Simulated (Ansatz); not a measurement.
The starting structures come from a database of crystals and need not be the phases stable at ambient conditions.

 Where the default PAW files enter, the runs use the earlier of Ansatz's two default sets.

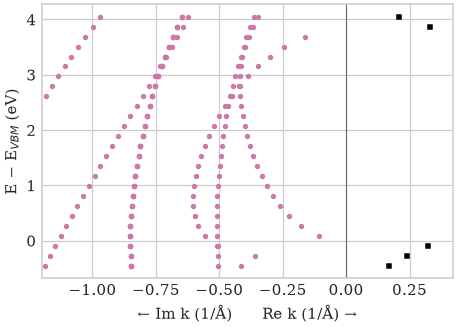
Figure: Complex bands at the centre of the two-dimensional zone; r2SCAN in Ansatz (a program for electronic structure)

No gap correction and no spin-orbit coupling; mid-gap values are interpolated between computed energies.

This is BaHCl (P4/nmm, not sure to be the ambient phase, 6 atoms a cell, 23.7 Å³ an atom) along the normal of (001). Read off the slowest decay at the centre of the two-dimensional zone at 1.89 eV, the computed energy nearest the middle of the gap.

κ ≈ 0.39 1/Å, a decay length 1/(2κ) of the density of 1.3 Å.
